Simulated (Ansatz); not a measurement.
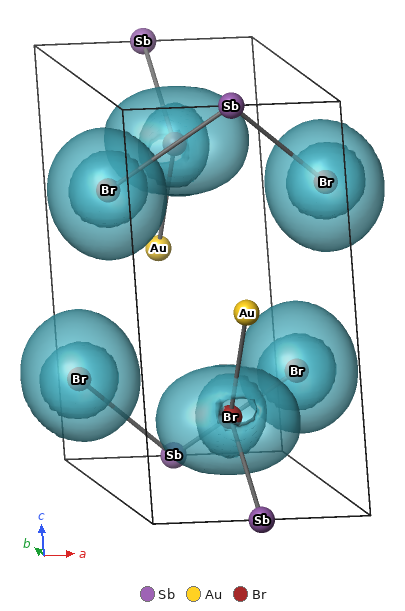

Figure. SbAuBr$_{4}$. Isosurface of the electron localisation function at 0.8 (cyan), seen slightly off an axis. Only the valence region is drawn (cores and ρ < 0.01 e/Å³ removed). Sticks mark near contacts.

Space group P-1; a structure from a database of computed crystals, not necessarily the ambient phase; started from the CaPbI4-12 prototype, which need not be the ambient phase; changed on purpose from its base cell (shaken).

The calculation used DFT, PBEsol, plane waves, PAW in Ansatz.

```cif
data_structure
_symmetry_space_group_name_H-M 'P 1'
_symmetry_Int_Tables_number 1
_cell_length_a 4.0168
_cell_length_b 7.1494
_cell_length_c 7.5528
_cell_angle_alpha 70.897
_cell_angle_beta 89.835
_cell_angle_gamma 89.329
_cell_volume 204.94
loop_
_atom_site_label
_atom_site_type_symbol
_atom_site_fract_x
_atom_site_fract_y
_atom_site_fract_z
_atom_site_occupancy
Sb1 Sb 0.50000 0.00000 0.00000 1
Au1 Au 0.50007 0.00002 0.50009 1
Br1 Br 0.50851 0.73480 0.79283 1
Br2 Br 0.00389 0.76661 0.23047 1
Br3 Br 0.49125 0.26511 0.20724 1
Br4 Br 0.99662 0.23353 0.76934 1
```

**What do the ELF domains correspond to?**

The ELF exceeds this value in four regions wrapped around Br (the valence shell of each), counted in one cell of 6 atoms. Any copies at cell faces, edges or corners count once.

Values along the shortest contacts:
Au–Br (2.40 Å): the ELF is about 0.40 at the midpoint. Sb–Br (2.82 Å): the ELF is about 0.45 at the midpoint and 0.35 at its lowest between the atoms.
